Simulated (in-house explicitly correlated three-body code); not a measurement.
Two electrons around a point charge Z = 9 (F⁷⁺). Computed variationally in 260 exponentially correlated functions with an in-house code, non-relativistic, converged to about 10⁻⁸ of the energy. Wanted, and plotted below: the bound S and P states that converged, by term and principal number n, on a logarithmic scale of binding.

The ground state is bound by 953.3 eV. The n = 2 states drawn run, from the deepest, 2 ³S (230.8 eV), 2 ³P (222.3 eV), 2 ¹S (221.8 eV), 2 ¹P (216.1 eV). Exchange puts 2 ³S below 2 ¹S by 8.97 eV and 2 ³P below 2 ¹P by 6.21 eV. Quantum defects n − (Z − 1)/√(2 E(binding)): 2 ³S 0.058, 2 ³P 0.021, 2 ¹S 0.019, 2 ¹P −0.008.

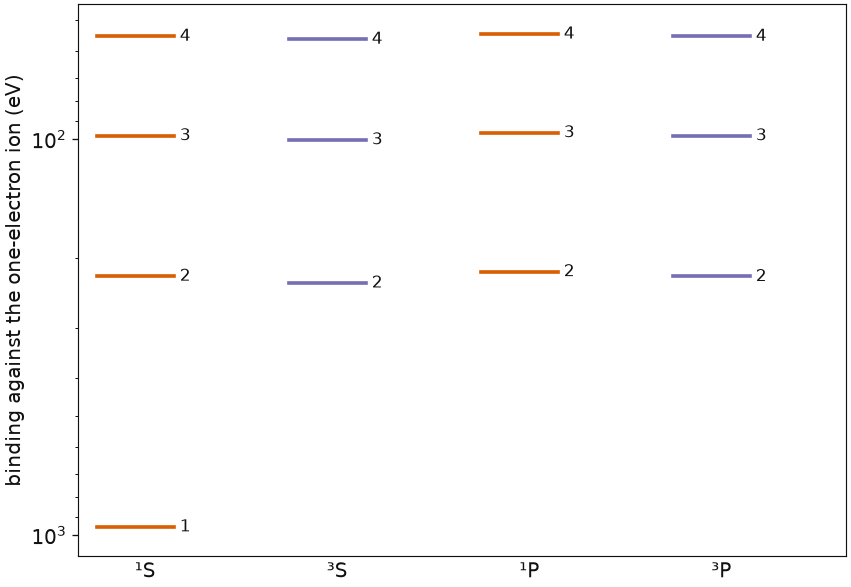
